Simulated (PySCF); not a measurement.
# C4H6OSSi: what the fields show

| atom | x (Å) | y (Å) | z (Å) |
| --- | --- | --- | --- |
| Si | 2.3656 | -0.1105 | 0.4487 |
| O | 1.0750 | -0.1782 | -0.5829 |
| C | -0.2289 | -0.0899 | -0.2812 |
| C | -1.2884 | -0.4669 | -0.9845 |
| C | -2.5052 | -0.2366 | -0.2636 |
| C | -2.3451 | 0.3108 | 0.9171 |
| S | -0.6487 | 0.4612 | 1.3890 |
| H | 2.2585 | 1.1468 | 1.1060 |
| H | 2.4886 | -1.3146 | 1.3205 |
| H | 3.4643 | 0.1367 | -0.4983 |
| H | -1.2087 | -0.8733 | -1.9197 |
| H | -3.5148 | -0.3896 | -0.8023 |
| H | -3.0894 | 0.7852 | 1.5273 |

Geometry: GFN2-xTB, MD frame at 250 fs, 400 K.

All numbers below come from PBE0/pcSseg-1, SCF density, gas phase, non-relativistic (PySCF 2.14.0).

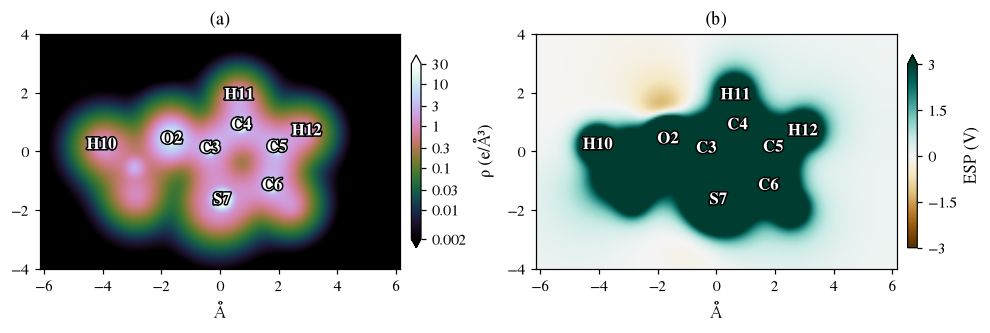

Figure 1. (a) electron density; (b) molecular electrostatic potential on the plane of atoms C3, C4 and C5.

Interpret the plot.

- Atoms in the plane: O, C, S and H.
- C–C (1.31 Å): ρ is about 2.4 e/Å³ halfway.
- C–O (1.34 Å): ρ at the midpoint is about 2.4 e/Å³.
- C–S (1.77 Å): ρ at the midpoint is about 1.3 e/Å³.
- C–H (1.02 Å): the density is about 2.2 e/Å³ at the midpoint.
- C–C (1.43 Å): ρ is about 1.9 e/Å³ halfway.
- Outside the dense part of the molecule the potential is most negative (−1.3 V) near O2.

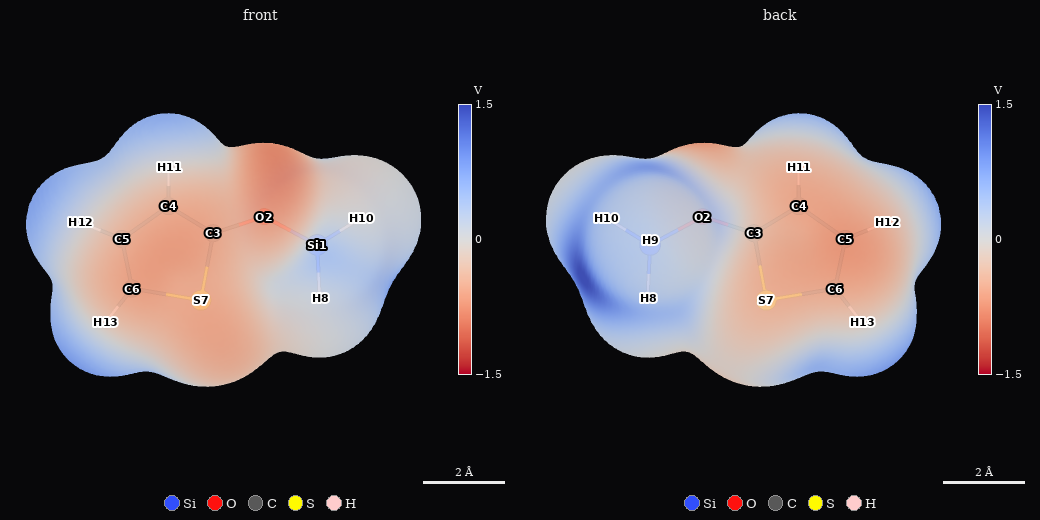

Figure 2. The electrostatic potential painted on the density surface at 0.001 e/bohr³, seen from the front and from behind; red is negative and blue positive.

Where is the surface potential most negative and most positive?

The most negative region (about −0.8 V) lies over O2, the most positive (about +1.5 V) over Si1.

How polar is the molecule by this calculation?

Its dipole moment is 0.53 D.
